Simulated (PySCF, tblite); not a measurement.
**C₄H₁₂ClFSi₂: geometry, infrared bands and NMR shifts**

What infrared bands and NMR shifts should C₄H₁₂ClFSi₂ (`CC[SiH2][C@H](F)[SiH2]CCl`) show?

The runs use tblite 0.8.0 and PySCF 2.14.0, with density-fitted response routines of our own; the level of theory stands in each step. All values are computed, except where a source is named. Atoms are numbered from 0 throughout.

## (1) The molecule as given

20 atoms, charge 0, multiplicity 1; geometry from: force field or distance geometry start.

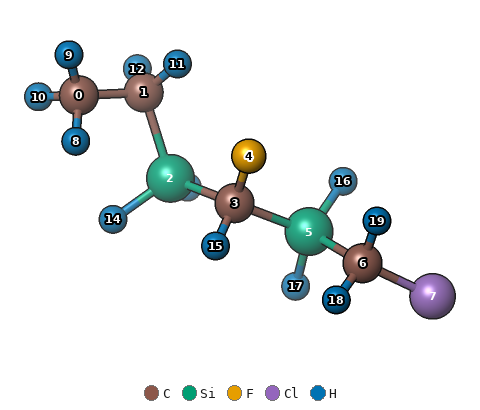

As it starts; carbon brown, silicon teal, fluorine amber, chlorine purple, hydrogen blue, atoms numbered; sticks join atoms by distance.

## (2) Relaxing the molecule with GFN2-xTB

Job settings and geometry (Å):

```
{"job": {"kind": "relax", "xc": "GFN2-xTB", "basis": "xTB"}, "charge": 0, "multiplicity": 1}
C     -3.298300     0.605100    -0.319700
C     -2.257500    -0.296400    -0.911700
Si    -0.951800    -0.563300     0.418400
C      0.607100     0.375100     0.091300
F      0.514900     1.157600    -1.018600
Si     2.109800    -0.711000    -0.003500
C      3.575000     0.467700    -0.130900
Cl     5.059700    -0.495700    -0.110900
H     -2.814400     1.239900     0.465800
H     -3.788900     1.265400    -1.049200
H     -4.109400     0.031300     0.195800
H     -1.856600     0.118500    -1.833000
H     -2.744200    -1.273000    -1.149800
H     -0.753900    -2.005600     0.603400
H     -1.531400    -0.024100     1.681500
H      0.773900     1.062900     0.974600
H      2.118300    -1.609200    -1.146600
H      2.293100    -1.503100     1.239700
H      3.555800     1.206200     0.706400
H      3.493700     0.962500    -1.115800
```

Started as:

```sh
$ OMP_NUM_THREADS=1 python probes_run.py task.json out
```

One launch serves the whole session: the jobs run in the order shown.

Standard output:

```text
step      E/eV     max force
  0    -744.85671    1.869
  1    -745.05743    0.771
  2    -745.10655    0.456
  3    -745.14345    0.415
  4    -745.18130    0.414
  5    -745.20852    0.354
  6    -745.22840    0.247
  7    -745.24340    0.268
  8    -745.25959    0.363
  9    -745.28237    0.470
 10    -745.30805    0.400
 11    -745.32624    0.244
 12    -745.33469    0.171
 13    -745.33924    0.165
 14    -745.34457    0.180
 15    -745.35155    0.243
 16    -745.35861    0.225
 17    -745.36380    0.136
 18    -745.36752    0.144
 19    -745.37067    0.135
 20    -745.37348    0.157
 21    -745.37587    0.128
 22    -745.37787    0.115
 23    -745.37988    0.091
 24    -745.38218    0.107
 25    -745.38442    0.113
 26    -745.38613    0.073
 27    -745.38741    0.087
 28    -745.38870    0.091
 29    -745.39010    0.104
 30    -745.39132    0.083
 31    -745.39221    0.067
 32    -745.39295    0.057
 33    -745.39378    0.088
 34    -745.39484    0.114
 35    -745.39604    0.104
 36    -745.39732    0.120
 37    -745.39873    0.111
 38    -745.40024    0.088
 39    -745.40160    0.084
 40    -745.40268    0.072
 41    -745.40358    0.071
 42    -745.40445    0.076
 43    -745.40527    0.064
 44    -745.40590    0.053
 45    -745.40614    0.086
 46    -745.40670    0.063
 47    -745.40713    0.049
 48    -745.40785    0.034
 49    -745.40813    0.039
 50    -745.40834    0.032
 51    -745.40848    0.026
 52    -745.40869    0.026
 53    -745.40885    0.029
 54    -745.40898    0.021
 55    -745.40906    0.021
 56    -745.40914    0.022
 57    -745.40925    0.034
 58    -745.40938    0.038
 59    -745.40951    0.026
 60    -745.40960    0.023
 61    -745.40967    0.020
 62    -745.40975    0.028
 63    -745.40988    0.037
 64    -745.41007    0.033
 65    -745.41027    0.034
 66    -745.41044    0.030
 67    -745.41057    0.029
 68    -745.41071    0.029
 69    -745.41088    0.029
 70    -745.41107    0.035
 71    -745.41123    0.026
 72    -745.41137    0.029
 73    -745.41155    0.036
 74    -745.41179    0.046
 75    -745.41204    0.052
 76    -745.41227    0.039
 77    -745.41247    0.034
 78    -745.41273    0.043
 79    -745.41312    0.068
 80    -745.41366    0.085
 81    -745.41427    0.072
 82    -745.41492    0.051
 83    -745.41567    0.067
 84    -745.41655    0.079
 85    -745.41751    0.105
 86    -745.41838    0.076
 87    -745.41892    0.075
 88    -745.41954    0.092
 89    -745.42022    0.062
 90    -745.42187    0.052
 91    -745.42274    0.058
 92    -745.42411    0.062
 93    -745.42488    0.064
 94    -745.42550    0.077
 95    -745.42643    0.077
 96    -745.42824    0.109
 97    -745.42892    0.068
 98    -745.42956    0.058
 99    -745.43014    0.062
100    -745.43093    0.094
101    -745.43193    0.104
102    -745.43291    0.087
103    -745.43352    0.052
104    -745.43397    0.059
105    -745.43446    0.067
106    -745.43567    0.094
107    -745.43728    0.092
108    -745.43915    0.117
109    -745.44087    0.113
110    -745.44230    0.109
111    -745.44388    0.083
112    -745.44584    0.115
113    -745.44776    0.092
114    -745.44932    0.067
115    -745.45012    0.063
116    -745.45087    0.072
117    -745.45185    0.093
118    -745.45271    0.079
119    -745.45379    0.083
120    -745.45474    0.059
121    -745.45542    0.072
122    -745.45623    0.066
123    -745.45728    0.084
124    -745.45840    0.092
125    -745.45952    0.072
126    -745.46058    0.071
127    -745.46206    0.067
128    -745.46345    0.073
129    -745.46459    0.064
130    -745.46520    0.045
131    -745.46564    0.040
132    -745.46604    0.039
133    -745.46646    0.039
134    -745.46685    0.059
135    -745.46724    0.047
136    -745.46762    0.042
137    -745.46792    0.039
138    -745.46832    0.045
139    -745.46886    0.056
140    -745.46948    0.056
141    -745.47001    0.057
142    -745.47039    0.051
143    -745.47077    0.046
144    -745.47123    0.056
145    -745.47194    0.059
146    -745.47235    0.054
147    -745.47273    0.035
148    -745.47302    0.034
149    -745.47329    0.030
150    -745.47349    0.037
151    -745.47365    0.037
152    -745.47380    0.029
153    -745.47401    0.033
154    -745.47429    0.041
155    -745.47456    0.035
156    -745.47486    0.037
157    -745.47513    0.036
158    -745.47540    0.035
159    -745.47568    0.032
160    -745.47595    0.028
161    -745.47622    0.031
162    -745.47648    0.035
163    -745.47676    0.038
164    -745.47712    0.037
165    -745.47755    0.038
166    -745.47797    0.038
167    -745.47834    0.040
168    -745.47863    0.051
169    -745.47890    0.037
170    -745.47917    0.035
171    -745.47952    0.034
172    -745.47976    0.033
173    -745.48001    0.032
174    -745.48025    0.029
175    -745.48046    0.029
176    -745.48059    0.040
177    -745.48074    0.025
178    -745.48086    0.022
179    -745.48100    0.022
180    -745.48108    0.021
181    -745.48117    0.018
182    -745.48124    0.018
183    -745.48130    0.017
184    -745.48135    0.016
185    -745.48140    0.015
186    -745.48143    0.011
187    -745.48146    0.013
188    -745.48149    0.011
189    -745.48153    0.013
190    -745.48158    0.019
191    -745.48164    0.029
192    -745.48173    0.033
193    -745.48182    0.022
194    -745.48187    0.016
195    -745.48191    0.014
196    -745.48194    0.014
197    -745.48198    0.016
198    -745.48203    0.018
199    -745.48211    0.021
200    -745.48219    0.022
201    -745.48226    0.024
202    -745.48232    0.020
203    -745.48237    0.021
204    -745.48244    0.021
205    -745.48251    0.032
206    -745.48261    0.037
207    -745.48274    0.030
208    -745.48285    0.026
209    -745.48294    0.015
210    -745.48299    0.015
211    -745.48302    0.013
212    -745.48306    0.018
213    -745.48311    0.016
214    -745.48316    0.017
215    -745.48322    0.021
216    -745.48327    0.019
217    -745.48332    0.016
218    -745.48336    0.013
219    -745.48340    0.011
220    -745.48342    0.009
```

Run time: 8.3 s. Hardware: 1 thread of Intel Xeon at 2.50GHz, shared host; peak memory 0.18 GiB.

Step by step: (not every step is listed)

| step | energy from step 0 (eV) | largest force (eV/Å) |
| --- | --- | --- |
| 0 | 0.0000 | 1.8687 |
| 1 | -0.2007 | 0.7713 |
| 2 | -0.2498 | 0.4561 |
| 3 | -0.2867 | 0.4147 |
| 4 | -0.3246 | 0.4141 |
| 5 | -0.3518 | 0.3541 |
| 6 | -0.3717 | 0.2470 |
| 7 | -0.3867 | 0.2676 |
| 8 | -0.4029 | 0.3634 |
| 28 | -0.5320 | 0.0908 |
| 48 | -0.5511 | 0.0343 |
| 68 | -0.5540 | 0.0291 |
| 88 | -0.5628 | 0.0918 |
| 108 | -0.5824 | 0.1174 |
| 128 | -0.6067 | 0.0729 |
| 148 | -0.6163 | 0.0340 |
| 168 | -0.6219 | 0.0512 |
| 188 | -0.6248 | 0.0106 |
| 208 | -0.6261 | 0.0262 |
| 215 | -0.6265 | 0.0206 |
| 216 | -0.6266 | 0.0190 |
| 217 | -0.6266 | 0.0158 |
| 218 | -0.6266 | 0.0132 |
| 219 | -0.6267 | 0.0112 |
| 220 | -0.6267 | 0.0095 |

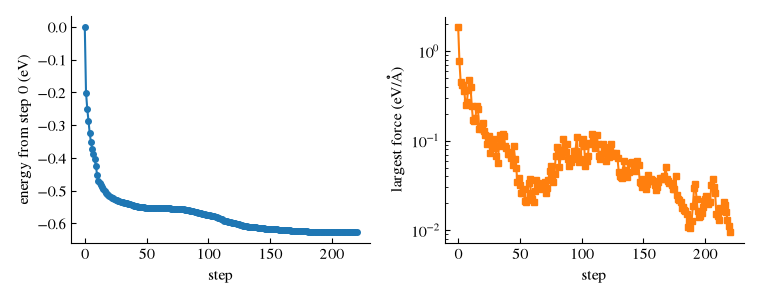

Energy and force, step by step.

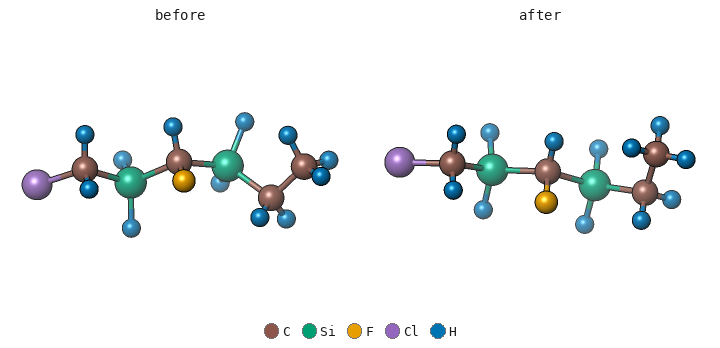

Before and after, at one scale.

Close pairs (by a distance rule), those that changed most:

| bond | before (Å) | after (Å) | change (Å) |
| --- | --- | --- | --- |
| Si2–C3 | 1.849 | 1.921 | +0.073 |
| C3–Si5 | 1.857 | 1.915 | +0.058 |
| C3–F4 | 1.361 | 1.405 | +0.044 |
| C3–H15 | 1.132 | 1.096 | -0.036 |
| C0–H8 | 1.120 | 1.087 | -0.033 |
| C0–H10 | 1.119 | 1.088 | -0.031 |
| C0–C1 | 1.499 | 1.527 | +0.028 |
| C6–H18 | 1.117 | 1.088 | -0.028 |

The next job starts from the end point, and lists it.

## (3) Vibrational analysis with GFN2-xTB

Job settings and geometry (Å):

```
{"job": {"kind": "ir", "xc": "GFN2-xTB", "basis": "xTB"}, "charge": 0, "multiplicity": 1}
C     -2.934381     1.033541    -0.141469
C     -2.578020    -0.310982    -0.772164
Si    -1.048412    -1.141872    -0.002069
C      0.458485     0.044082    -0.122024
F      0.565341     0.478338    -1.454472
Si     2.165340    -0.661964     0.381542
C      3.464821     0.658846    -0.081568
Cl     5.086467     0.051218     0.350347
H     -2.135595     1.754434    -0.296880
H     -3.841762     1.437447    -0.587107
H     -3.098072     0.928442     0.928821
H     -2.415053    -0.165393    -1.841831
H     -3.433391    -0.982966    -0.680579
H     -0.725927    -2.373843    -0.724278
H     -1.236911    -1.406669     1.428727
H      0.251866     0.957607     0.446742
H      2.455353    -1.877429    -0.375630
H      2.174511    -0.880551     1.827458
H      3.335341     1.598243     0.452343
H      3.484849     0.870151    -1.148644
```

Standard output:

```text
mode    cm-1     km/mol
  1      19.5      0.34
  2      29.1      0.14
  3      46.6      1.16
  4      56.1      2.88
  5      60.6      1.67
  6     112.0      1.24
  7     149.0      0.65
  8     183.8      2.15
  9     224.4      0.58
 10     251.1      2.30
 11     268.8      7.49
 12     306.7      9.40
 13     452.5      7.28
 14     485.5     99.31
 15     552.7      7.62
 16     569.3     16.74
 17     640.9     71.19
 18     663.6     91.44
 19     667.0    122.55
 20     695.3    289.10
 21     715.5     25.02
 22     734.5     82.60
 23     744.9     81.48
 24     748.8    116.63
 25     765.6      5.83
 26     772.2    340.65
 27     824.8    257.34
 28     970.6     32.47
 29     981.3      9.29
 30    1021.0      6.94
 31    1069.9     84.58
 32    1074.3      7.06
 33    1088.1     12.51
 34    1188.3      0.87
 35    1237.5      4.38
 36    1254.4     10.08
 37    1288.7      3.52
 38    1416.4      0.65
 39    1424.1      9.23
 40    1474.7      1.31
 41    1506.3      2.11
 42    1512.7      3.78
 43    2234.9    250.03
 44    2261.1    168.61
 45    2284.6    335.63
 46    2295.9    291.70
 47    2898.1     34.94
 48    2967.4     38.66
 49    2980.8     19.41
 50    2988.6      6.75
 51    2995.0      3.68
 52    3019.1     52.11
 53    3029.8     44.35
 54    3040.3     24.99
```

Wall time 3.3 s (1 thread of Intel Xeon at 2.50GHz, shared host); peak memory 0.18 GiB.

Which atoms move in the most intense modes:

| cm⁻¹ | km/mol | atoms |
| --- | --- | --- |
| 667 | 122.5 | H13 31 %, C3 15 %, C6 14 % |
| 695 | 289.1 | H16 38 %, H17 27 % |
| 772 | 340.6 | H14 28 %, H13 26 % |
| 825 | 257.3 | C3 54 %, H15 18 %, Si2 12 %, Si5 12 % |
| 2235 | 250.0 | H14 94 % |
| 2261 | 168.6 | H13 92 % |
| 2285 | 335.6 | H17 94 % |
| 2296 | 291.7 | H16 94 % |

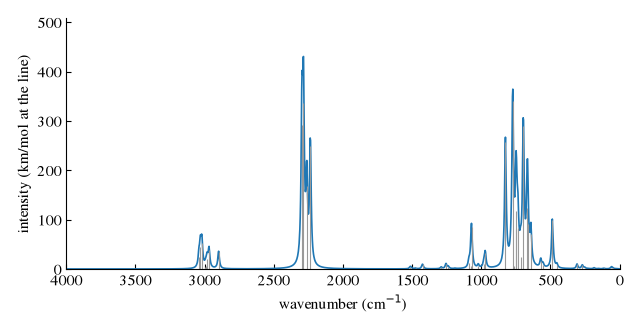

The infrared spectrum from these modes, unscaled. Lines are broadened to a width of 14 cm⁻¹ (Lorentzian).

[end of part 1 of 2]
